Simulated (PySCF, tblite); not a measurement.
Breaking a bond: Be₂, singlet.

RKS-CAM-B3LYP = restricted CAM-B3LYP/cc-pVTZ run with PySCF; UMP2 = MP2 on UHF/cc-pVTZ (PySCF); RKS-M06-2X = restricted M06-2X/cc-pVTZ (PySCF); GFN2-xTB, 300 K electronic temperature (tblite); NEVPT2 = SC-NEVPT2 on CASSCF(4,2)/cc-pVTZ, all electrons correlated in PySCF 2.14.0.

Energies are in kJ/mol, each relative to the lowest point of its own curve near equilibrium.

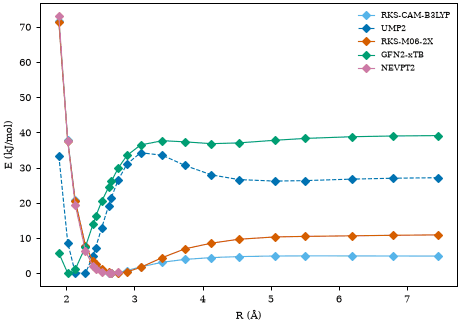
Fig. 1. Energy against bond length for each method.

| R / Å | RKS-CAM-B3LYP | UMP2 | RKS-M06-2X | GFN2-xTB | NEVPT2 |
|---|---|---|---|---|---|
| 1.89 | 71.6 | 33.3 | 71.3 | 5.7 | 73.0 |
| 2.02 | 37.9 | 8.7 | 37.6 | 0.0 | 37.5 |
| 2.13 | 20.7 | 0.1 | 20.5 | 1.1 | 19.4 |
| 2.28 | 7.7 | 0.0 | 7.9 | 7.5 | 6.3 |
| 2.39 | 3.1 | 4.9 | 3.5 | 13.9 | 2.1 |
| 2.43 | 2.1 | 7.3 | 2.6 | 16.1 | 1.2 |
| 2.52 | 0.6 | 13.0 | 1.3 | 20.5 | 0.2 |
| 2.62 | 0.0 | 19.2 | 0.4 | 24.4 | 0.0 |
| 2.66 | 0.0 | 21.5 | 0.2 | 26.1 | 0.1 |
| 2.76 | 0.2 | 26.5 | 0.0 | 29.9 | 0.4 |
| 2.89 | 0.8 | 31.1 | 0.4 | 33.5 | — |
| 3.09 | 1.8 | 34.2 | 1.7 | 36.4 | — |
| 3.41 | 3.1 | 33.5 | 4.5 | 37.7 | — |
| 3.74 | 3.9 | 30.6 | 6.9 | 37.3 | — |
| 4.13 | 4.4 | 28.0 | 8.6 | 36.8 | — |
| 4.53 | 4.7 | 26.6 | 9.7 | 37.0 | — |
| 5.06 | 4.9 | 26.2 | 10.3 | 37.8 | — |
| 5.51 | 4.9 | 26.3 | 10.5 | 38.3 | — |
| 6.19 | 4.9 | 26.7 | 10.6 | 38.8 | — |
| 6.80 | 4.9 | 27.0 | 10.8 | 39.0 | — |
| 7.46 | 4.9 | 27.1 | 10.9 | 39.1 | — |

At the longest distance, 7.46 Å, GFN2-xTB lies highest above its minimum (39.1 kJ/mol) and RKS-CAM-B3LYP lowest (4.9 kJ/mol).

Dashes: no converged value, or the column stops at the first point that the program doubted or that broke a chosen test of continuity, which isn't proof of a fault.

The unrestricted determinant behind UMP2 is spin-contaminated at 1.89 to 7.46 Å (<S²> up to 0.9, against 0.00 for a pure singlet).
